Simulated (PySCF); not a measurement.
# CH6Si (methylsilane): the cost of one run

Computed with PySCF 2.14.0, with density-fitted response routines of our own, on a single molecule in the gas phase. Atoms count from 0, in the outputs and in this text.

## 1. Starting geometry

8 atoms, charge 0, multiplicity 1; geometry from: PBE0-D3(BJ)/def2-SVP.

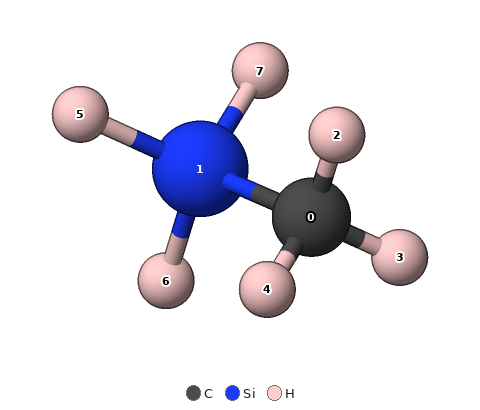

The starting geometry (carbon dark grey, silicon blue, hydrogen pink), atoms numbered.

## 2. Ultraviolet spectrum: wB97X-D/def2-SVPD

What the job is given:

```
{"job": {"kind": "uv", "xc": "wB97X-D", "basis": "def2-SVPD", "ip": true}, "charge": 0, "multiplicity": 1}
C     -1.000315    -0.092418     0.207599
Si     0.841217     0.086311    -0.121616
H     -1.319814     0.576002     1.021392
H     -1.247640    -1.125396     0.497052
H     -1.583978     0.159279    -0.691038
H      1.175225     1.490194    -0.516428
H      1.272443    -0.824799    -1.227081
H      1.634036    -0.254765     1.100489
```

Level: TDDFT wB97X-D/def2-SVPD, vertical, gas phase, core orbitals frozen in the response.

Command:

```bash
$ OMP_NUM_THREADS=1 python probes_run.py task.json out
```

The driver reads the jobs from task.json and runs them one after another.

Q: Estimate the wall time and peak memory of this first job on 1 thread of Arm Neoverse V1, shared host.

About 16 s, with a peak of 0.42 GiB.
